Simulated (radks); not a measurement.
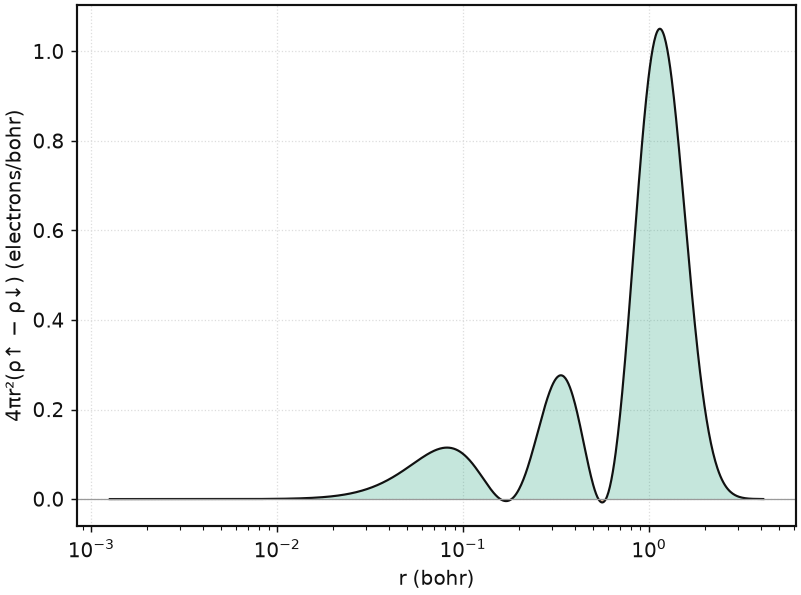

The radial spin density. The curve integrates to 1 unpaired electron, held by 4p (+1). Its largest value, 1.05 electrons/bohr, lies near r = 1.1 bohr. Regions of the opposite sign are negligible.

# Atomic calculation for Zr⁵⁺

The zirconium ion Zr⁵⁺ in the configuration [Ar] 3d10 4s2 4p5 (high spin). Computed at this level: scalar-relativistic Kohn-Sham, PBE, spin-polarised, spherical densities, finite nucleus (the in-house radial solver radks).

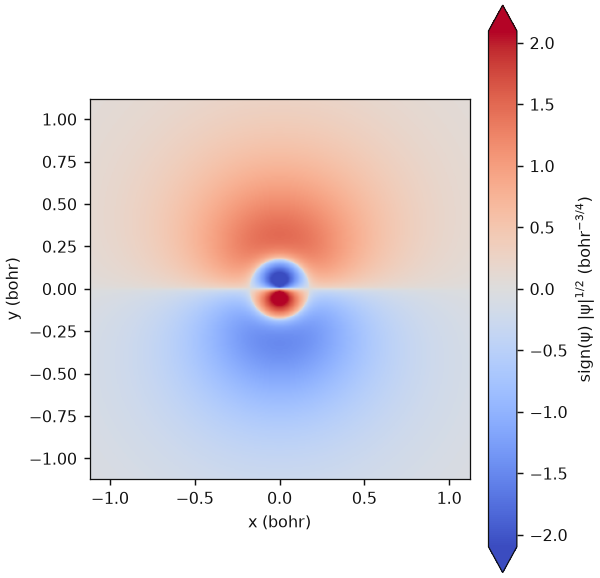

One occupied orbital of down spin is shown. In the xy plane through the nucleus, the colour gives the signed square root of ψ. The radial function comes from the spherical calculation and is multiplied by a real spherical harmonic; the overall sign is chosen so that the largest lobe of P(r) is positive; at the scalar-relativistic level it is the large component. It is 3p(y) of down spin. It has the nodal plane xz and 1 radial node, at r = 0.176 bohr. The outermost maximum of P² lies at 0.402 bohr, ⟨r⟩ = 0.461 bohr, 90 % of the charge lies within 0.699 bohr, and the eigenvalue is −380.2 eV, with 3 electrons in the shell for this spin.

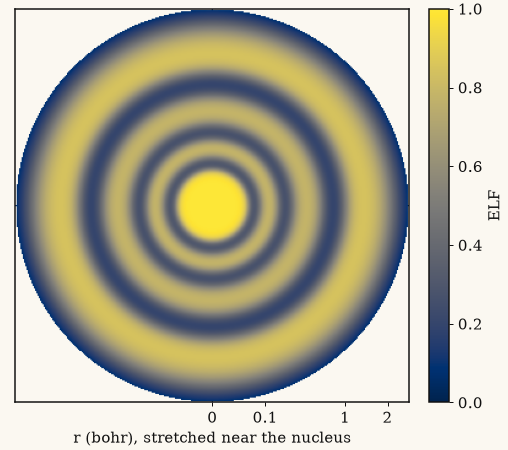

The electron localisation function as a disc about the nucleus, with the radius drawn as r to the power 0.4. Rings of low ELF, its minima, lie near r = 0.057, 0.23 and 0.80 bohr and part the shells. Its maxima away from the nucleus lie near 0.12 bohr (0.78), 0.43 bohr (0.78) and 1.4 bohr (0.85).

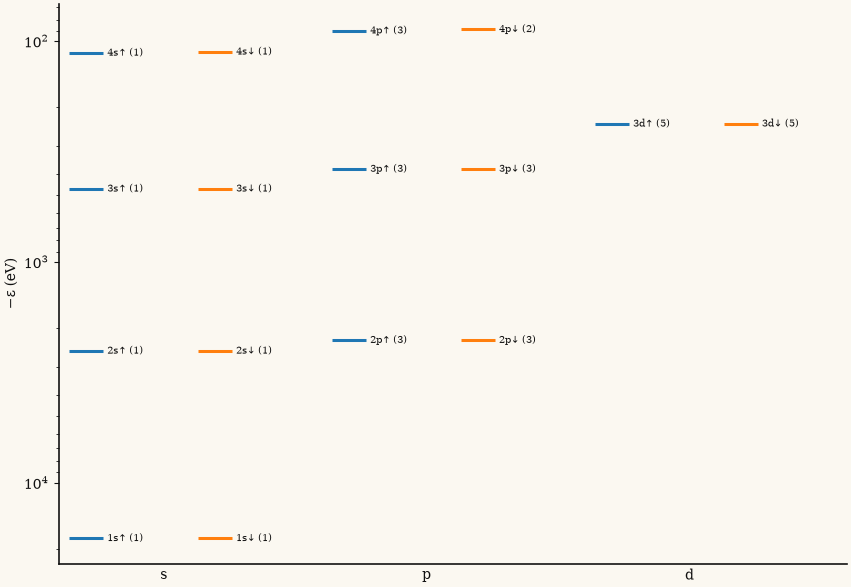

All occupied levels, on a logarithmic scale of binding energy, are drawn by angular momentum (occupations in brackets, up spins at the left of each column and down spins at the right). The highest occupied level is 4p down at −88.6 eV. The highest 6 occupied levels, from the top down, are 4p down (−88.6 eV), 4p up (−89.9 eV), 4s down (−112.0 eV), 4s up (−113.3 eV), 3d down (−237.3 eV), 3d up (−237.5 eV). The largest exchange splitting (down less up) among the shells drawn in both spins is that of 4s, 1.30 eV. The semi-empirical ionisation energy (NIST) is 96.4 eV; minus the highest level, 88.6 eV, lies 8.1 % below it.

Input and output of the run follow.

## Input file
```
Z 40
configuration [Ar] 3d10 4s2 4p5
relativity scalar-relativistic
functional pbe,pbe
spin polarised
nucleus finite rms 4.2694 fm
c 137.035999084
```

Energies in input and log are in hartree, lengths in bohr (the nuclear radius in fm).

Launched within a batch (the task file carries these settings):
```bash
python <driver script> task.json out
```

## The program's output
```
1s      1   1.0000        -657.39199558
2s      1   1.0000         -93.10314547
2p      1   3.0000         -83.28159719
3s      1   1.0000         -17.18035414
3p      1   3.0000         -13.97924138
3d      1   5.0000          -8.72741137
4s      1   1.0000          -4.16305169
4p      1   3.0000          -3.30218965
1s      2   1.0000        -657.38627282
2s      2   1.0000         -93.09982266
2p      2   3.0000         -83.27612374
3s      2   1.0000         -17.17378206
3p      2   3.0000         -13.97181691
3d      2   5.0000          -8.71927477
4s      2   1.0000          -4.11541071
4p      2   2.0000          -3.25524172
Etot -3592.699203747563
Ekin 3694.2744347828575
Encl -8570.755018528036
Eh 1395.8293213015224
Exc -112.04794130390671
err 3.5697398328742814e-09
it 16
```

## Slater integrals of the outer shells (hartree)

```tsv
integral	value
F0(4p,4p)	0.7031
F2(4p,4p)	0.3740
F0(4p,4s)	0.7333
G1(4p,4s)	0.5006
F0(4p,3d)	0.9045
F2(4p,3d)	0.2134
G1(4p,3d)	0.0702
G3(4p,3d)	0.0674
F0(4s,4s)	0.7688
F0(4s,3d)	0.9748
G2(4s,3d)	0.0833
F0(3d,3d)	2.0208
F2(3d,3d)	0.9896
F4(3d,3d)	0.6274
```

## Summary

```tsv
quantity	value
outcome	converged
total energy	−3592.6992 hartree
kinetic energy	3694.2744 hartree
electron–nucleus energy	−8570.7550 hartree
Hartree energy	1395.8293 hartree
exchange–correlation energy	−112.047941 hartree
radius at density 0.001 e/bohr³	2.77 bohr
SCF iterations	16
hardware	1 CPU thread, shared host
```
